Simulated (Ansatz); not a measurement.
# Hg4H: the cost of one run

Method: DFT PBE, scalar-relativistic, plane waves, PAW, in Ansatz 0.2.0.

**1. The structure to begin with**

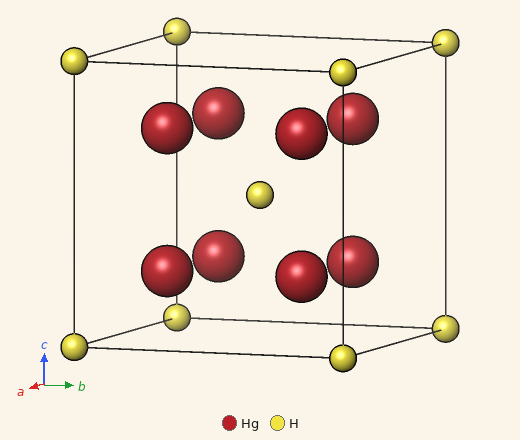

Start, viewed slightly off an axis; mercury red, hydrogen yellow. Atoms on the faces are drawn again on the opposite ones. The cell drawn here is the conventional one.

Coordinates:

```cif
data_structure
_symmetry_space_group_name_H-M 'Im-3m'
_symmetry_Int_Tables_number 229
_cell_length_a 6.1595
_cell_length_b 6.1595
_cell_length_c 6.1595
_cell_angle_alpha 90.000
_cell_angle_beta 90.000
_cell_angle_gamma 90.000
_cell_volume 233.68
loop_
_atom_site_label
_atom_site_type_symbol
_atom_site_symmetry_multiplicity
_atom_site_Wyckoff_symbol
_atom_site_fract_x
_atom_site_fract_y
_atom_site_fract_z
_atom_site_occupancy
Hg1 Hg 8 c 0.25000 0.25000 0.75000 1
H1 H 2 a 0.00000 0.00000 0.00000 1
```

The cell is invented: species swapped into a database cell of Hg4Pt (Im-3m, No. 229), with H on the Pt sites. The dimensions are guesses.

**2. The guess as it stands, on a coarse mesh**

File input.yaml:

```yaml
crystal:
  lattice:
    - [-3.07973041, 3.07973041, 3.07973041]
    - [3.07973041, -3.07973041, 3.07973041]
    - [3.07973041, 3.07973041, -3.07973041]
  atoms:
    - { symbol: Hg, position: [0.0, 0.0, 0.5] }
    - { symbol: Hg, position: [0.5, 0.0, 0.0] }
    - { symbol: Hg, position: [0.0, 0.5, 0.0] }
    - { symbol: Hg, position: [0.5, 0.5, 0.5] }
    - { symbol: H, position: [0.0, 0.0, 0.0] }
basis:
  ecutwfc: 420
kpoints:
  mp_grid: { grid: [4, 4, 4] }
hamiltonian:
  xc: pbe
scf:
  occupations: { method: gaussian, width: 0.1 }
  lower_state_search: "off"
output:
  forces: true
  stress: true
  eigenvalues: true
```

Command:

```console
ansatz run input.yaml --threads 1 --pin off --max-ram 2048MiB --backend cpu --events-out ev --progress --plain --runs-dir out
```

Q: Estimate wall time and peak memory on 1 thread of Intel Xeon Platinum 8488C (Sapphire Rapids), shared host.

About 1.7 s, with a peak of 0.47 GiB.
